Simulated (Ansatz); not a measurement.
FeSeO

```
CELL_PARAMETERS angstrom
0.00000 0.00000 3.26831
3.71399 0.00000 0.00000
0.00000 7.57653 0.00000
ATOMIC_POSITIONS crystal
Fe 0.50000 0.00000 0.09700
Fe 0.00000 0.50000 0.90300
Se 0.00000 0.00000 0.30500
Se 0.50000 0.50000 0.69500
O 0.00000 0.00000 0.91700
O 0.50000 0.50000 0.08300
```

Space group Pmmn; built by placing these elements on a known structure type; not relaxed (largest force 1.6 eV/Å); computed pressure about −3 GPa in this cell; computed without spin polarisation.

Computed with DFT, PAW plane waves, r2SCAN in Ansatz.

What will maps of the electron localisation function show?

Answer. Fe–O (1.86 Å): the ELF peaks at about 0.85 in the valence shell of O, 0.6 Å from its nucleus, and is about 0.20 at the midpoint (no shared electron pair shows on this line).

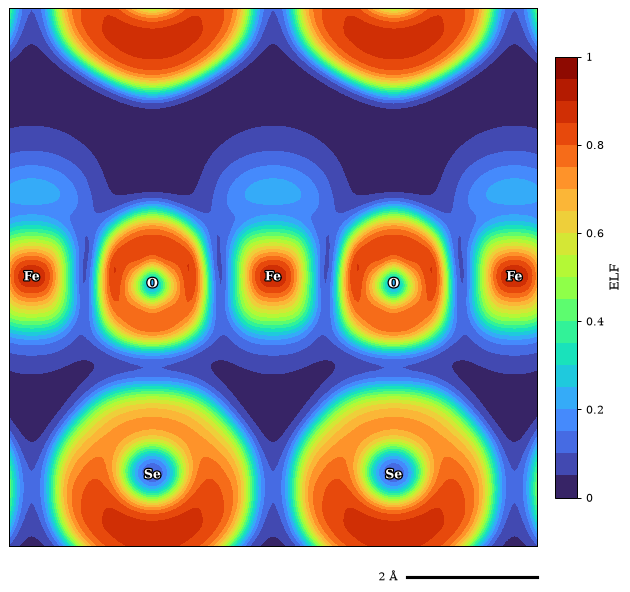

Computed electron localisation function on the (100) plane of the conventional cell. 

Core electrons are frozen (PAW), and the valence fields are smoothed inside the atomic spheres.
